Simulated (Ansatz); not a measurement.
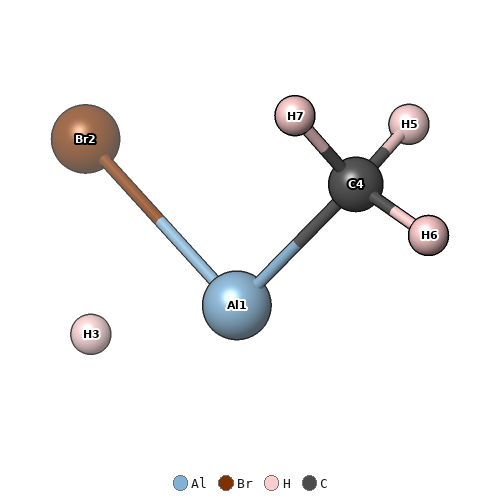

The system is the reacting system CH4AlBr (fragments CH₄AlBr where the first distance is long, CH₃Al + BrH where the second is long); the picture shows the reference structure. First axis: distance Br2–H3 (bond that forms). Second axis: distance Al1–Br2 (bond that breaks). Relaxed at each point: all other coordinates. The grid has 13 × 13 points. Points are written as (first, second). Energies: kJ/mol, counted from the lowest grid point. Energies and slopes of some neighbouring points disagree (a jump in structure or state, or too coarse a mesh). The reference is spin-restricted, so regions where a bond is pulled apart into radicals lie too high. These are results of RKS SPW92 (LDA)/def2-SVP in Ansatz, not measurements.

Its coordinates:

```xyz
7

Al   -0.8701   -0.6410    0.0701
Br    0.8488   -1.8280   -1.8188
H    -0.9524   -2.2826   -1.0612
C     0.0880    0.9578    0.6360
H     1.1044    0.6564    0.9733
H    -0.4258    1.5135    1.4480
H     0.2073    1.6239   -0.2475
```

Range: distance Br2–H3 (bond that forms) from 1.359 to 2.859 Å; distance Al1–Br2 (bond that breaks) from 2.169 to 3.669 Å.

What will the energy surface look like?

Answer. The lowest grid point is at (2.859 Å, 2.236 Å). It lies at the edge of the scanned range, so the true minimum may lie outside. The highest grid point, (1.426 Å, 2.169 Å), lies 353 kJ/mol above the lowest.

| second ↓, first → | 1.359 | 1.426 | 1.519 | 1.624 | 1.739 | 1.861 | 1.990 | 2.124 | 2.263 | 2.406 | 2.553 | 2.704 | 2.859 |
| --- | --- | --- | --- | --- | --- | --- | --- | --- | --- | --- | --- | --- | --- |
| 3.669 | 254 | 239 | 233 | 237 | 247 | 259 | 271 | 282 | 292 | 301 | 308 | 312 | 315 |
| 3.514 | 253 | 238 | 231 | 233 | 241 | 251 | 262 | 272 | 281 | 287 | 292 | 294 | 293 |
| 3.363 | 252 | 237 | 229 | 230 | 236 | 244 | 253 | 261 | 267 | 271 | 273 | 271 | 265 |
| 3.216 | 252 | 236 | 227 | 226 | 231 | 237 | 243 | 248 | 252 | 252 | 249 | 243 | 233 |
| 3.073 | 252 | 236 | 226 | 223 | 225 | 229 | 232 | 234 | 233 | 229 | 221 | 210 | 198 |
| 2.934 | 254 | 238 | 226 | 221 | 220 | 221 | 220 | 217 | 211 | 202 | 189 | 175 | 161 |
| 2.800 | 259 | 241 | 228 | 220 | 216 | 212 | 207 | 198 | 186 | 172 | 155 | 139 | 123 |
| 2.671 | 254 | 248 | 232 | 221 | 213 | 204 | 192 | 178 | 160 | 141 | 121 | 103 | 86 |
| 2.549 | 261 | 259 | 240 | 225 | 211 | 196 | 178 | 158 | 135 | 112 | 90 | 70 | 53 |
| 2.434 | 273 | 276 | 253 | 233 | 213 | 191 | 167 | 140 | 113 | 87 | 64 | 43 | 26 |
| 2.329 | 291 | 298 | 271 | 246 | 219 | 191 | 160 | 129 | 98 | 70 | 46 | 25 | 7 |
| 2.236 | 315 | 326 | 295 | 264 | 231 | 197 | 161 | 126 | 93 | 63 | 38 | 16 | 0 |
| 2.169 | 340 | 353 | 318 | 283 | 246 | 207 | 167 | 130 | 95 | 64 | 39 | 18 | 2 |

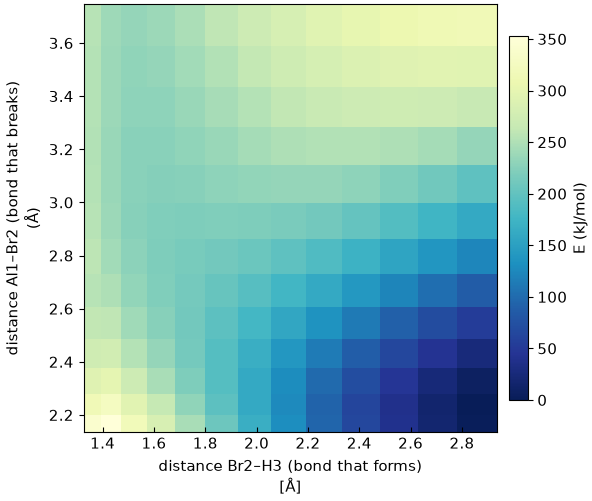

Drawn: one coloured cell a grid point.

The whole map (169 points run) took 15 min on 1 thread of Arm Neoverse V1 (shared host).
